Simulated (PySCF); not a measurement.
## Electronic structure of C8H9F3 in real space

```yaml
atoms:
  - { symbol: F, position_ang: [3.5942, 0.2461, -0.4191] }
  - { symbol: C, position_ang: [2.7724, -0.5008, 0.3300] }
  - { symbol: F, position_ang: [3.2528, -0.5004, 1.5741] }
  - { symbol: F, position_ang: [2.8638, -1.7568, -0.1387] }
  - { symbol: C, position_ang: [1.3741, -0.0088, 0.2631] }
  - { symbol: C, position_ang: [0.5778, 0.3298, 1.2863] }
  - { symbol: C, position_ang: [-0.7966, 0.5691, 0.7064] }
  - { symbol: C, position_ang: [-1.3272, -0.8380, 0.2970] }
  - { symbol: C, position_ang: [-0.4035, -1.2304, -0.8815] }
  - { symbol: C, position_ang: [0.5431, -0.0031, -1.0011] }
  - { symbol: C, position_ang: [-0.4235, 1.1426, -0.6701] }
  - { symbol: H, position_ang: [0.8352, 0.3095, 2.3465] }
  - { symbol: H, position_ang: [-1.4883, 1.1524, 1.3281] }
  - { symbol: H, position_ang: [-2.3788, -0.7667, -0.0198] }
  - { symbol: H, position_ang: [-1.2843, -1.5499, 1.1338] }
  - { symbol: H, position_ang: [-0.9731, -1.3623, -1.8137] }
  - { symbol: H, position_ang: [0.1613, -2.1558, -0.7037] }
  - { symbol: H, position_ang: [1.1047, 0.0598, -1.9421] }
  - { symbol: H, position_ang: [0.0781, 2.1192, -0.6052] }
  - { symbol: H, position_ang: [-1.2774, 1.2066, -1.3630] }
```

Geometry: PBE0-D3(BJ)/def2-SVP.

Computed with PBE0/pcSseg-1, SCF density, gas phase, non-relativistic (PySCF 2.14.0).

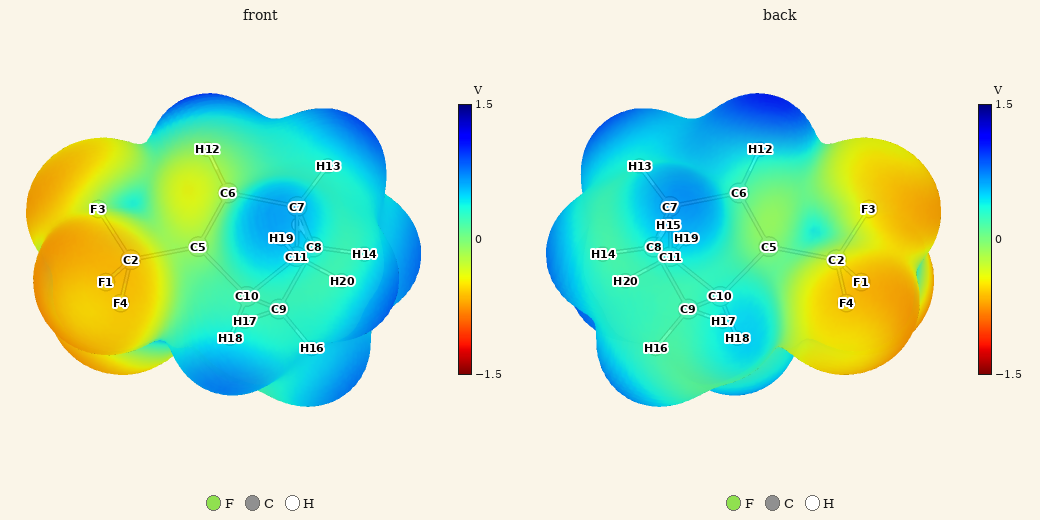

Figure 1. The electrostatic potential painted on the density surface at 0.002 e/bohr³, seen from the front and from behind; red is negative and blue positive.

Q: Describe the electrostatic potential map.

A: The most negative region (about −0.8 V, or −18 kcal/mol for a unit charge) lies over F1 and F4, the most positive (about +1.0 V, or +23 kcal/mol for a unit charge) over H12.

Q: How polar is the molecule by this calculation?

A: Its dipole moment is 2.94 D.

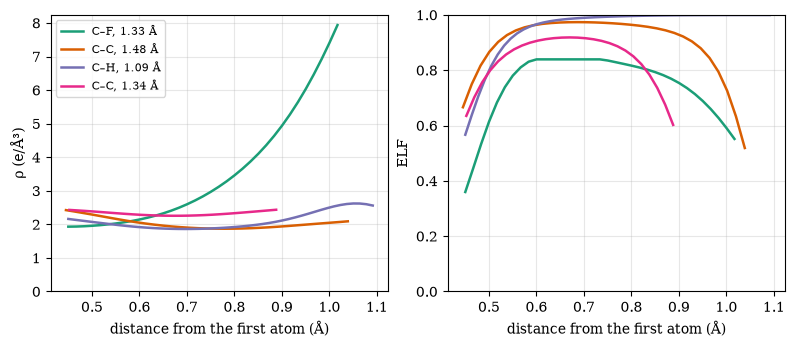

Figure 2. Electron density and electron localisation function along straight lines between neighbouring atoms. The curves leave out the atomic cores.

Q: What can be read from the curves?

A: C–F (1.33 Å): ρ is about 2.4 e/Å³ halfway; the ELF peaks at about 0.85 between the atoms: a polar covalent bond.
C–C (1.48 Å): ρ is about 1.9 e/Å³ halfway; the ELF peaks at about 1 between the atoms: a covalent bond.
C–H (1.09 Å): the density is about 2 e/Å³ at the midpoint; the ELF climbs to about 1 towards the hydrogen, as it does in any bond to H (an ordinary covalent bond to hydrogen).
C–C (1.34 Å): the density is about 2.3 e/Å³ at the midpoint; the ELF peaks at about 0.90 between the atoms: a short, multiple covalent bond.
